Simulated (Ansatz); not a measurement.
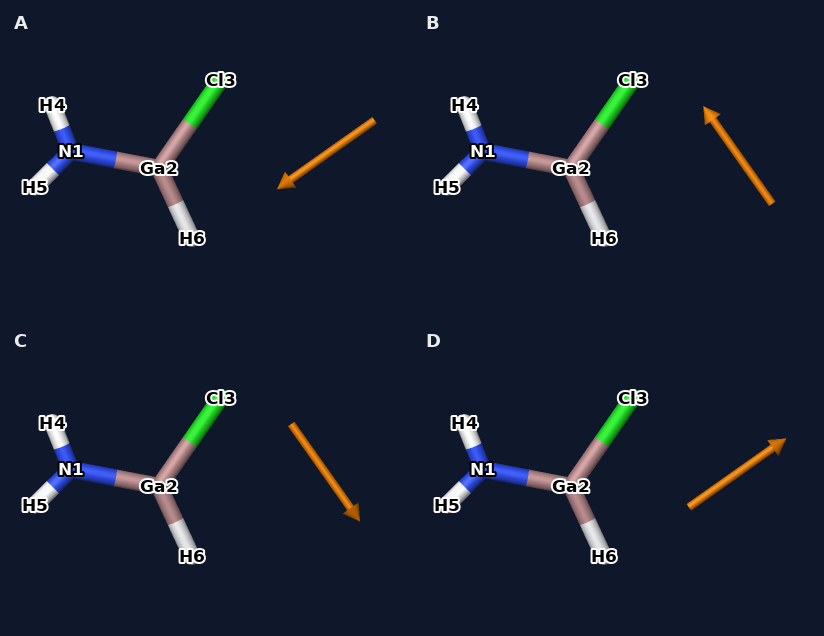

The same molecule four times, each with an arrow. Computed geometry: PBE0-D4/def2-TZVP optimisation. No frequency run is at hand to confirm it as a minimum. Method: RKS PBE0-D4/def2-TZVP (Ansatz 0.2.0).

**Which arrow points along the dipole moment, from the negative to the positive end?**

A. The dipole moment is 2.60 D; it points from the side of Cl3 to the side of H5 (the outermost atoms at the two ends).
